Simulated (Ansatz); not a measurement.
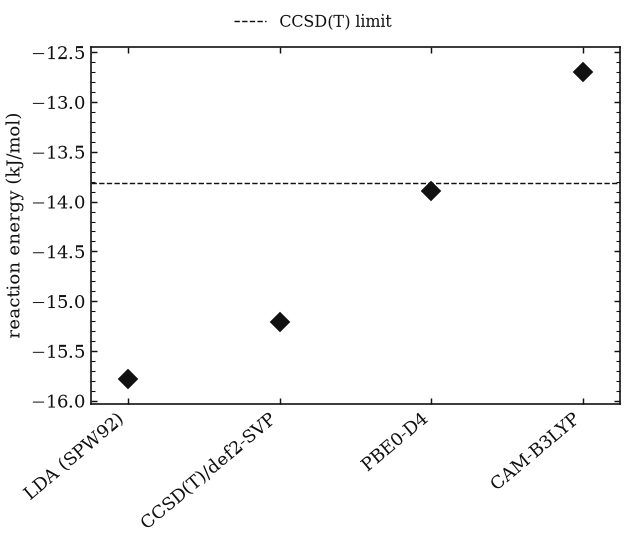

Electronic reaction energy of SiSbH₄F (F[SiH2][SbH2]) + SiH₃SeCl (Cl[SiH2][SeH]) → SiSbH₄Cl (Cl[SiH2][SbH2]) + SiH₃SeF (F[SiH2][SeH]) (SMILES in brackets) at several levels (functionals in def2-TZVPP unless a basis is named), isolated molecules at PBE0-D4 triple-zeta geometries, minima by their frequencies, no zero-point or thermal terms, the Ansatz code. The line is frozen-core CCSD(T) at the basis limit (MP2 extrapolated from triple and quadruple zeta, plus CCSD(T) less MP2 in a smaller set). No dispersion term is added to CAM-B3LYP. The distance of CCSD(T)/def2-SVP to the limit includes basis error. Core potentials past Kr.

**What do zero-point energy and temperature add?**

Zero-point change 1.3 kJ/mol; at 298.15 K and 1 bar the CCSD(T) limit plus thermal terms gives an enthalpy of reaction of −13.1 and a free energy of −10.1 kJ/mol (harmonic PBE0-D4 modes, ideal gas).

**Give the values.**

| level | kJ/mol | less CCSD(T) limit |
| --- | --- | --- |
| LDA (SPW92) | −15.8 | −2.0 |
| CCSD(T)/def2-SVP | −15.2 | −1.4 |
| PBE0-D4 | −13.9 | −0.1 |
| CAM-B3LYP | −12.7 | 1.1 |
| CCSD(T) limit | −13.8 | 0.0 |

Caveats: no scalar relativity up to krypton; outer-core shells are correlated without core-valence functions, which makes the correlated values less sure; spin-orbit coupling is left out, and with Sb it can shift these values.
